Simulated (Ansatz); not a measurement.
**SiH3OF (SMILES O[SiH2]F) at revPBE/aug-cc-pVDZ**

What is the electronic atomisation energy of SiH3OF at revPBE/aug-cc-pVDZ? 

The calculation is run with Ansatz 0.2.0.

72 further runs of the same task are left out: 72 set aside as unsound or not needed.

## (1) The structure to begin with

SiH3OF: 6 atoms, total charge 0, spin state singlet. SMILES: `O[SiH2]F`. The coordinates come from a PBE0-D4/def2-TZVP relaxation. This is one conformer, not always the lowest.

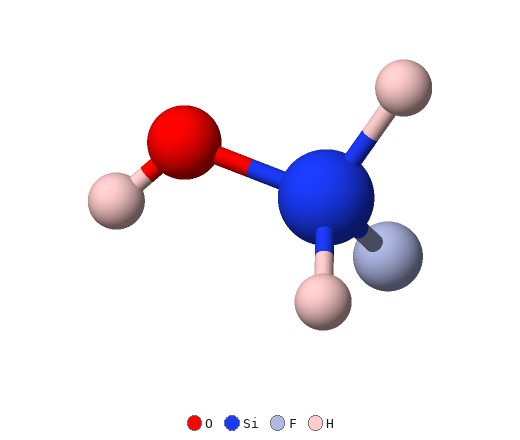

Viewed from a chosen angle; oxygen red, silicon blue, fluorine light blue, hydrogen pink.

## (2) A single-point energy at revPBE/aug-cc-pVDZ

File in.yaml:

```yaml
crystal:
  periodic: [false, false, false]
  atoms:
    - {symbol: O, position_ang: [-0.853500, -0.209200, -0.924100]}
    - {symbol: Si, position_ang: [0.378300, -0.009300, 0.123900]}
    - {symbol: F, position_ang: [0.180800, -0.922800, 1.417800]}
    - {symbol: H, position_ang: [-1.714200, 0.150200, -0.705600]}
    - {symbol: H, position_ang: [1.595600, -0.458500, -0.575800]}
    - {symbol: H, position_ang: [0.455100, 1.385600, 0.617600]}
basis:
  gaussian:
    orbitals: aug-cc-pVDZ
hamiltonian:
  xc: {name: revPBE}
output: {orbitals: {seedname: orbitals}}
accuracy: high
```

Command:

```console
ansatz run in.yaml --threads 1 --pin off --max-ram 3480MiB --events-out events.jsonl --progress --plain --runs-dir runs
```

Log:

```text
Warning: RAYON_NUM_THREADS=1 ignored (pool sized by the plan → 1); use --threads N
Functional definition: revPBE
  name "revPBE"
  parameter kappa = 1.245
  parameter beta = 0.06672455060314922
  exchange = pbe_x(kappa = kappa, mu = beta*pi^2/3)
  correlation = pbe_c(beta = beta)
2017 factors; integrals over basis functions are off by at most 3.4e-9 eV
mean field evaluation 1: about -12682.9047 eV, gradient 6.5e1 eV
mean field evaluation 2: about -12647.6915 eV, gradient 1.5e2 eV
mean field evaluation 4: about -12689.7933 eV, gradient 1.3e1 eV
mean field evaluation 8: about -12690.0663 eV, gradient 2.9e-1 eV
mean field evaluation 16: about -12690.0664 eV, gradient 9.0e-6 eV
mean field -12690.06643348 eV, -466.3513397945 hartree, gradient 4.7e-8 eV, S^2 0.000000; 0 other end points of the search recorded, 0 dependent functions left out
reference -12690.06644367 eV, -466.3513401688 hartree; 17, 17 occupied and 83, 83 virtual orbitals, 2017 factors
Total energy: -12690.06644367 eV, -466.3513401688 hartree
```

It took 7.5 s on 1 thread of Arm Neoverse V2, shared host; peak memory 0.25 GiB.

## (3) The F atom

File in.yaml:

```yaml
crystal:
  periodic: [false, false, false]
  atoms:
    - {symbol: F, position_ang: [0.000000, 0.000000, 0.000000]}
basis:
  gaussian:
    orbitals: aug-cc-pVDZ
magnetization:
  spin_polarized: true
  initial_magnetization: 1
hamiltonian:
  xc: {name: revPBE}
accuracy: high
```

Run the same way, it converges to -99.70538 Eh (log not shown).

## (4) The H atom

File run.yaml:

```yaml
basis:
  gaussian: {orbitals: aug-cc-pVDZ}
crystal:
  periodic: [false, false, false]
  atoms:
    - {symbol: H, position_ang: [0.000000, 0.000000, 0.000000]}
magnetization: {spin_polarized: true, initial_magnetization: 1}
hamiltonian: {xc: {name: revPBE}}
accuracy: high
```

Run the same way, it converges to -0.50379 Eh (log not shown).

## (5) The O atom, same level

File run.yaml:

```yaml
basis:
  gaussian: {orbitals: aug-cc-pVDZ}
crystal:
  periodic: [false, false, false]
  atoms:
    - {symbol: O, position_ang: [0.000000, 0.000000, 0.000000]}
magnetization: {spin_polarized: true, initial_magnetization: 2}
hamiltonian: {xc: {name: revPBE}}
accuracy: high
```

Command:

```console
ansatz run run.yaml --threads 1 --pin off --max-ram 3480MiB --events-out events.jsonl --progress --plain --runs-dir runs
```

Log:

```text
Warning: RAYON_NUM_THREADS=1 ignored (pool sized by the plan → 1); use --threads N
Functional definition: revPBE
  name "revPBE"
  parameter kappa = 1.245
  parameter beta = 0.06672455060314922
  exchange = pbe_x(kappa = kappa, mu = beta*pi^2/3)
  correlation = pbe_c(beta = beta)
200 factors; integrals over basis functions are off by at most 2.1e-9 eV
mean field evaluation 1: about -2042.0453 eV, gradient 8.0e0 eV
mean field evaluation 2: about -2042.0209 eV, gradient 8.2e0 eV
mean field evaluation 4: about -2042.2971 eV, gradient 1.1e-2 eV
mean field evaluation 8: about -2042.2969 eV, gradient 2.6e-4 eV
mean field evaluation 16: about -2042.2958 eV, gradient 1.8e-1 eV
mean field evaluation 32: about -2042.2969 eV, gradient 9.5e-4 eV
mean field -2042.29693247 eV, -75.0530279496 hartree, gradient 1.5e-8 eV, S^2 2.003186; 2 other end points of the search recorded, 0 dependent functions left out
reference -2042.29693564 eV, -75.0530280662 hartree; 5, 3 occupied and 18, 20 virtual orbitals, 200 factors
Total energy: -2042.29693564 eV, -75.0530280662 hartree
```

Run time: 0.59 s. Hardware: 1 thread of Arm Neoverse V2, shared host.

## (6) The Si atom

File in.yaml:

```yaml
crystal:
  periodic: [false, false, false]
  atoms:
    - {symbol: Si, position_ang: [0.000000, 0.000000, 0.000000]}
basis:
  gaussian:
    orbitals: aug-cc-pVDZ
magnetization:
  spin_polarized: true
  initial_magnetization: 2
hamiltonian:
  xc: {name: revPBE}
accuracy: high
```

Run the same way, it converges to -289.31319 Eh (log not shown).

## (7) Summary of results

At revPBE/aug-cc-pVDZ:

| quantity | value |
| --- | --- |
| molecule: total energy | -466.35134 Eh |
| molecule: HOMO energy | -7.82 eV |
| molecule: LUMO energy | -1.03 eV |
| molecule: HOMO–LUMO gap | 6.79 eV |
| F atom: total energy | -99.70538 Eh |
| F atom: ⟨S²⟩ | 0.751 |
| H atom: total energy | -0.50379 Eh |
| H atom: ⟨S²⟩ | 0.750 |
| O atom: total energy | -75.05303 Eh |
| O atom: ⟨S²⟩ | 2.003 |
| Si atom: total energy | -289.31319 Eh |
| Si atom: ⟨S²⟩ | 2.004 |
| electronic atomisation energy | 20.908 eV |

What this shows: Taking the molecule apart into free atoms costs 20.91 eV (2017 kJ/mol), before zero-point energy and without spin-orbit coupling.
